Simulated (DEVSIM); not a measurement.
Structure: Al/Si3N4/p-In0.53Ga0.47As capacitor, at 350 K.

| layer (left to right) | material | thickness (nm) | Na (cm⁻³) |
|---|---|---|---|
| 1 | Si3N4 | 16.0 | - |
| 2 | In0.53Ga0.47As | 2700 | 4.3e16 |

Metal gate on the left, work function 4.1 eV. Fixed charge at the semiconductor interface -3.8e10 cm⁻² (in units of +e); no interface traps.

Constants are typed, rounded textbook-type inputs, not results; the design itself was drawn at random and stands for no fabricated device. Values at 300 K; Nc and Nv go as T^1.5, mobilities as T to minus their exponent, the gap by Varshni's rule with the affinity fixed.

| parameter | Si3N4 | In0.53Ga0.47As |
|---|---|---|
| gap (eV) | 5.1 | 0.74 |
| affinity (eV) | 2.1 | 4.51 |
| permittivity | 7.5 | 13.9 |
| Nc (cm⁻³) | - | 2.1e17 |
| Nv (cm⁻³) | - | 7.7e18 |
| Varshni α (eV/K) | - | 0.00035 |
| Varshni β (K) | - | 190 |

Simulated with DEVSIM: 1D Poisson equation in equilibrium, Boltzmann statistics, complete ionisation; no quantum confinement or tunnelling. Metal contacts follow the ideal Schottky-Mott rule: no Fermi-level pinning, no interface dipoles.

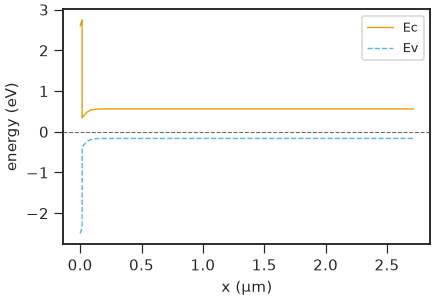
*Band edges at -0.6 V on the gate*

Energies count from the Fermi level of the right contact; mesh points crowd at the junctions.

```tsv
x (μm)	Ec (eV)	Ev (eV)	n (cm⁻³)	p (cm⁻³)	field (V/cm)
0.000	2.600	-2.500	< 1e2	< 1e2	95000
0.001365	2.613	-2.487	< 1e2	< 1e2	95000
0.004096	2.639	-2.461	< 1e2	< 1e2	95000
0.009260	2.688	-2.412	< 1e2	< 1e2	95000
0.01415	2.734	-2.366	< 1e2	< 1e2	95000
0.01576	2.749	-2.351	< 1e2	< 1e2	95000
0.01698	0.346	-0.379	2.8e12	3.4e13	46000
0.02115	0.364	-0.360	1.5e12	6.3e13	43000
0.02908	0.397	-0.328	5.1e11	1.8e14	39000
0.04694	0.457	-0.268	6.9e10	1.4e15	29000
0.08720	0.534	-0.191	5.5e9	1.7e16	10000
0.2288	0.561	-0.164	2.2e9	4.3e16	32
0.4971	0.561	-0.163	2.2e9	4.3e16	≈ 0
1.102	0.561	-0.163	2.2e9	4.3e16	≈ 0
2.138	0.561	-0.163	2.2e9	4.3e16	≈ 0
2.460	0.561	-0.163	2.2e9	4.3e16	≈ 0
2.603	0.561	-0.163	2.2e9	4.3e16	≈ 0
2.667	0.561	-0.163	2.2e9	4.3e16	≈ 0
2.700	0.561	-0.163	2.2e9	4.3e16	≈ 0
2.710	0.561	-0.163	2.2e9	4.3e16	≈ 0
2.714	0.561	-0.163	2.2e9	4.3e16	≈ 0
2.716	0.561	-0.163	2.2e9	4.3e16	≈ 0
```
